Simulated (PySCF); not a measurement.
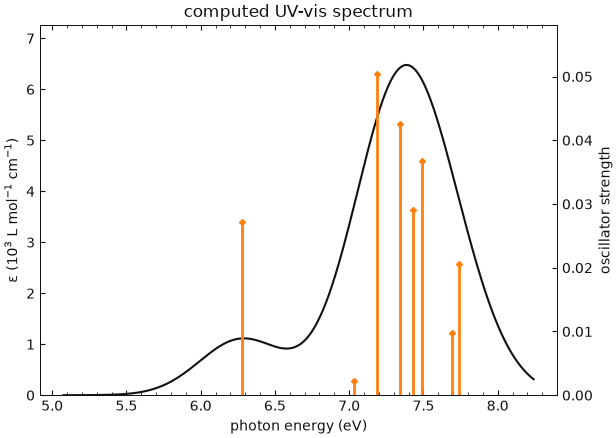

Vertical TDDFT excitations, CAM-B3LYP/def2-SVPD with PySCF, at a GFN2-xTB geometry (no frequency check), gas phase. The lowest 8 singlet states are shown; each is broadened by a Gaussian of 1/e half-width 0.40 eV. Sticks give oscillator strengths (right axis).

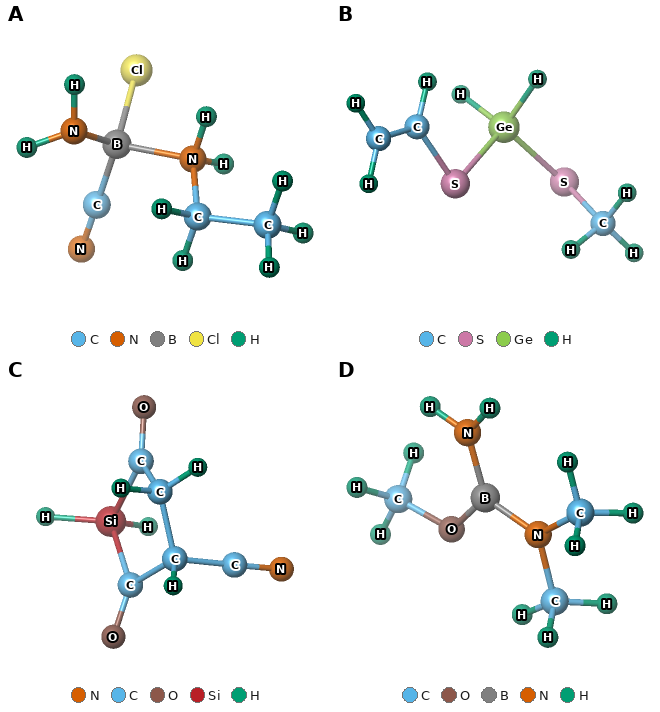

### Which molecule gives this spectrum? The candidates are drawn in the second picture.

Structure A, C₃H₉BClN₃, SMILES CC[NH2+][B@@-](N)(Cl)C#N. Its lowest singlet lies at 6.28 eV (f = 0.027) and the brightest of those computed is S3 at 7.18 eV (173 nm), f = 0.050, mainly HOMO → LUMO+3 (55 %).

Note: the tight-binding geometry is rougher than a DFT one and adds to the error; one conformer of a flexible molecule; core orbitals are frozen in the response.
